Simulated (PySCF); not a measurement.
# Geometry relaxation of CH3AlO (part 2 of 2)

CH3AlO, SMILES [CH3][Al]=[O]; PBE0/def2-TZVP, RKS, dispersion D4 (PySCF 2.14.0). The atoms were displaced at random from an optimised geometry.

Geometry of the input (Å):
```
C  -0.4004  0.5640  -0.3442
Al 0.6640  -0.8403  0.5526
O  1.6400  -1.9383  1.2110
H  0.1214  1.4617  -0.2923
H  -1.3929  0.5224  0.1849
H  -0.5884  0.2907  -1.4115
```

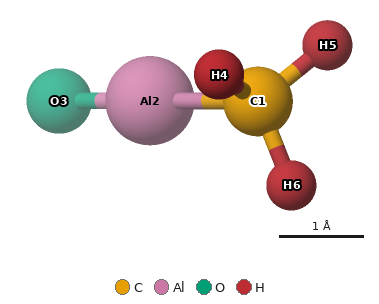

Fig. 1: The geometry at step 4 of the log (ball-and-stick view, seen at a tilt; atoms are numbered from 1 in the order of the input).

Log, continued:
```
--------------- DFRKS_Scanner gradients ---------------
         x                y                z
0 C    -0.0000385725     0.0000294249     0.0002581177
1 Al     0.0000247027     0.0000977821    -0.0000196364
2 O     0.0000324211    -0.0000429221     0.0000088693
3 H     0.0000693811    -0.0001449333    -0.0000443572
4 H    -0.0000600453     0.0000181293    -0.0001266468
5 H    -0.0000477933     0.0000501343    -0.0000843623
----------------------------------------------
cycle 7: E = -357.370410269  dE = -2.6294e-06  norm(grad) = 0.000377071
Step    6 : Displace = 3.180e-03/4.423e-03 (rms/max) Trust = 3.000e-01 (=) Grad = 1.539e-04/2.626e-04 (rms/max) E (change) = -357.3704102688 (-2.629e-06) Quality = 1.369
Hessian Eigenvalues: 3.65846e-02 4.99946e-02 5.00000e-02 ... 3.31118e-01 4.33856e-01 4.97461e-01

Geometry optimization cycle 8
Cartesian coordinates (Angstrom)
 Atom        New coordinates             dX        dY        dZ
   C  -0.403326   0.509316  -0.330440    0.001073  0.000328 -0.000523
  Al   0.706956  -0.831355   0.514787    0.002027  0.000726 -0.000802
   O   1.622622  -1.937290   1.212085   -0.000703 -0.000340  0.000990
   H   0.076248   1.489165  -0.278887   -0.001441  0.001616 -0.000545
   H  -1.373557   0.572541   0.166847    0.002052 -0.002555  0.001848
   H  -0.569503   0.261380  -1.381043   -0.000044 -0.000488 -0.000006
converged SCF energy = -357.370411151696
--------------- DFRKS_Scanner gradients ---------------
         x                y                z
0 C    -0.0000903800     0.0000573500     0.0000566789
1 Al     0.0000448273     0.0000346719    -0.0000085212
2 O    -0.0000128646    -0.0000187051     0.0000062598
3 H     0.0000516131    -0.0000529516    -0.0000057666
4 H    -0.0000007050    -0.0000180392    -0.0000445355
5 H    -0.0000114805     0.0000065321    -0.0000132166
----------------------------------------------
cycle 8: E = -357.370411152  dE = -8.82903e-07  norm(grad) = 0.000163305
Step    7 : Displace = 2.016e-03/3.065e-03 (rms/max) Trust = 3.000e-01 (=) Grad = 6.667e-05/1.211e-04 (rms/max) E (change) = -357.3704111517 (-8.829e-07) Quality = 1.222
Hessian Eigenvalues: 3.40746e-02 4.99205e-02 5.00000e-02 ... 3.32105e-01 4.32308e-01 4.96936e-01

Geometry optimization cycle 9
Cartesian coordinates (Angstrom)
 Atom        New coordinates             dX        dY        dZ
   C  -0.402840   0.509205  -0.330477    0.000486 -0.000111 -0.000036
  Al   0.707412  -0.831422   0.514825    0.000456 -0.000067  0.000038
   O   1.623030  -1.937254   1.212312    0.000408  0.000036  0.000226
   H   0.075777   1.489560  -0.278975   -0.000471  0.000394 -0.000088
   H  -1.372847   0.571884   0.167418    0.000709 -0.000657  0.000571
   H  -0.569284   0.261008  -1.380935    0.000219 -0.000372  0.000108
converged SCF energy = -357.370411258494
--------------- DFRKS_Scanner gradients ---------------
         x                y                z
0 C    -0.0000519064     0.0000220547    -0.0000158575
1 Al     0.0000187594    -0.0000012788     0.0000006503
2 O    -0.0000160811    -0.0000024153    -0.0000006210
3 H     0.0000188138    -0.0000008515     0.0000059501
4 H     0.0000076666    -0.0000053782    -0.0000036842
5 H     0.0000037850    -0.0000032966     0.0000044137
----------------------------------------------
cycle 9: E = -357.370411258  dE = -1.06798e-07  norm(grad) = 6.77272e-05
```

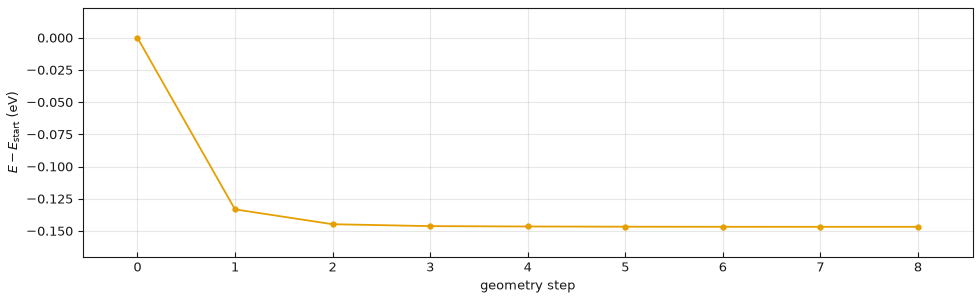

Fig. 2: Progress of the relaxation, step by step (steps are counted from 0).

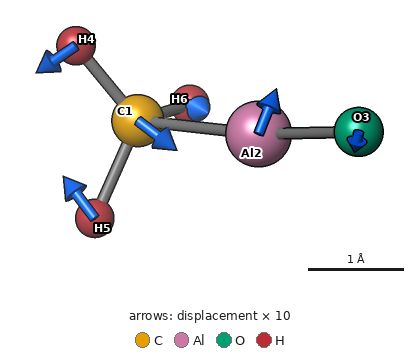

Fig. 3: The starting structure with the displacements as blue arrows, magnified 10 times (ball-and-stick view, seen at a tilt). The two geometries are laid on each other by the best rigid fit. After 8 geometry steps the energy has fallen by 0.147 eV. Largest force component: 2.9 eV/Å at the start, 0.0027 eV/Å at the end. The atom that moves furthest after the best rigid fit is H5 (0.058 Å). Largest moves by element: H 0.058 Å, C 0.056 Å, Al 0.054 Å, O 0.026 Å. Distances before and after: C1–H4 1.040 → 1.092 Å, C1–Al2 1.977 → 1.935 Å, C1–H5 1.125 → 1.092 Å, C1–H6 1.118 → 1.092 Å. Among the angles that change: H4–C1–H5 116.8° → 108.4°, Al2–C1–H5 103.6° → 110.5°, C1–Al2–O3 175.1° → 180.0°. (Atoms are counted from 1 in the order of the input.)

```
Step    8 : Displace = 4.661e-04/7.560e-04 (rms/max) Trust = 3.000e-01 (=) Grad = 2.765e-05/5.858e-05 (rms/max) E (change) = -357.3704112585 (-1.068e-07) Quality = 1.084
Hessian Eigenvalues: 3.40746e-02 4.99205e-02 5.00000e-02 ... 3.32105e-01 4.32308e-01 4.96936e-01
Converged! =D

converged: True
C          -0.40283987        0.50920486       -0.33047665
Al          0.70741177       -0.83142227        0.51482536
O           1.62303022       -1.93725421        1.21231172
H           0.07577703        1.48955975       -0.27897523
H          -1.37284743        0.57188414        0.16741822
H          -0.56928403        0.26100776       -1.38093464
converged SCF energy = -357.370411258541
total energy: -357.37041126 hartree
```

Trajectory as extended XYZ (Å, eV, eV/Å), 9 frames, from step=0 to step=8:
```
6
Properties=species:S:1:pos:R:3:forces:R:3 step=0 energy=-9724.39751
C    -0.4004    0.5640   -0.3442   -1.5905  -2.9268  -0.1722
Al    0.6640   -0.8403    0.5526    0.3204  -0.0589  -0.2104
O     1.6400   -1.9383    1.2110   -0.4261   0.3711  -0.1671
H     0.1214    1.4617   -0.2923    0.5848   1.8570   0.2519
H    -1.3929    0.5224    0.1849    0.8932   0.5883  -0.4767
H    -0.5884    0.2907   -1.4115    0.2188   0.1701   0.7747
6
Properties=species:S:1:pos:R:3:forces:R:3 step=1 energy=-9724.53072
C    -0.4038    0.5299   -0.3376    0.0245  -0.5579   0.1444
Al    0.6694   -0.8432    0.5330    0.1226   0.1046  -0.1328
O     1.6286   -1.9322    1.2017   -0.0932   0.0205   0.0080
H     0.0977    1.4928   -0.2797   -0.0701   0.1391   0.0179
H    -1.3723    0.5541    0.1644   -0.0360   0.2394   0.0056
H    -0.5749    0.2598   -1.3809    0.0530   0.0552  -0.0431
6
Properties=species:S:1:pos:R:3:forces:R:3 step=2 energy=-9724.54226
C    -0.4054    0.5138   -0.3326    0.0369  -0.0796   0.1027
Al    0.6806   -0.8417    0.5246    0.0564   0.0711  -0.0548
O     1.6282   -1.9320    1.2020   -0.0128  -0.0389   0.0311
H     0.0844    1.4886   -0.2751   -0.0203  -0.0238  -0.0184
H    -1.3755    0.5777    0.1621   -0.0523   0.0463  -0.0035
H    -0.5663    0.2562   -1.3800   -0.0068   0.0256  -0.0570
6
Properties=species:S:1:pos:R:3:forces:R:3 step=3 energy=-9724.54375
C    -0.4064    0.5085   -0.3299   -0.0075   0.0227   0.0300
Al    0.6898   -0.8394    0.5214    0.0320   0.0262  -0.0171
O     1.6286   -1.9341    1.2049   -0.0115  -0.0169   0.0139
H     0.0809    1.4853   -0.2752    0.0025  -0.0258  -0.0094
H    -1.3790    0.5844    0.1608   -0.0054  -0.0123  -0.0086
H    -0.5659    0.2590   -1.3809   -0.0088   0.0064  -0.0086
6
Properties=species:S:1:pos:R:3:forces:R:3 step=4 energy=-9724.54403
C    -0.4063    0.5079   -0.3292   -0.0119   0.0224  -0.0035
Al    0.6953   -0.8369    0.5195    0.0192   0.0056  -0.0052
O     1.6274   -1.9352    1.2070   -0.0107  -0.0047   0.0055
H     0.0803    1.4846   -0.2762    0.0032  -0.0069  -0.0012
H    -1.3794    0.5831    0.1610    0.0041  -0.0144   0.0012
H    -0.5672    0.2608   -1.3809   -0.0026  -0.0019   0.0035
6
Properties=species:S:1:pos:R:3:forces:R:3 step=5 energy=-9724.54420
C    -0.4056    0.5083   -0.3293   -0.0058   0.0078  -0.0182
Al    0.7010   -0.8340    0.5173    0.0060  -0.0048   0.0002
O     1.6252   -1.9362    1.2093   -0.0062   0.0015   0.0008
H     0.0793    1.4856   -0.2774   -0.0011   0.0066   0.0029
H    -1.3780    0.5791    0.1627    0.0060  -0.0069   0.0075
H    -0.5687    0.2619   -1.3810    0.0022  -0.0043   0.0071
6
Properties=species:S:1:pos:R:3:forces:R:3 step=6 energy=-9724.54427
C    -0.4044    0.5090   -0.3299    0.0020  -0.0015  -0.0133
Al    0.7049   -0.8321    0.5156   -0.0013  -0.0050   0.0010
O     1.6233   -1.9369    1.2111   -0.0017   0.0022  -0.0005
H     0.0777    1.4875   -0.2783   -0.0036   0.0075   0.0023
H    -1.3756    0.5751    0.1650    0.0031  -0.0009   0.0065
H    -0.5695    0.2619   -1.3810    0.0025  -0.0026   0.0043
6
Properties=species:S:1:pos:R:3:forces:R:3 step=7 energy=-9724.54429
C    -0.4033    0.5093   -0.3304    0.0046  -0.0029  -0.0029
Al    0.7070   -0.8314    0.5148   -0.0023  -0.0018   0.0004
O     1.6226   -1.9373    1.2121    0.0007   0.0010  -0.0003
H     0.0762    1.4892   -0.2789   -0.0027   0.0027   0.0003
H    -1.3736    0.5725    0.1668    0.0000   0.0009   0.0023
H    -0.5695    0.2614   -1.3810    0.0006  -0.0003   0.0007
6
Properties=species:S:1:pos:R:3:forces:R:3 step=8 energy=-9724.54429
C    -0.4028    0.5092   -0.3305    0.0027  -0.0011   0.0008
Al    0.7074   -0.8314    0.5148   -0.0010   0.0001   0.0000
O     1.6230   -1.9373    1.2123    0.0008   0.0001   0.0000
H     0.0758    1.4896   -0.2790   -0.0010   0.0000  -0.0003
H    -1.3728    0.5719    0.1674   -0.0004   0.0003   0.0002
H    -0.5693    0.2610   -1.3809   -0.0002   0.0002  -0.0002
```

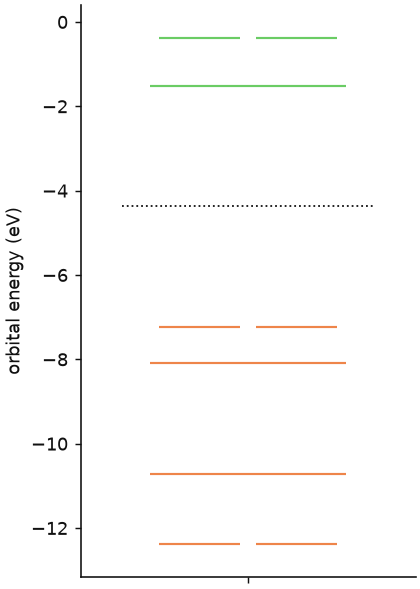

Fig. 4: Orbital energies near the frontier; the dotted line parts filled from empty levels, and levels within 0.02 eV of each other stand side by side. Highest filled −7.22 eV, lowest empty −1.52 eV, 5.70 eV apart.
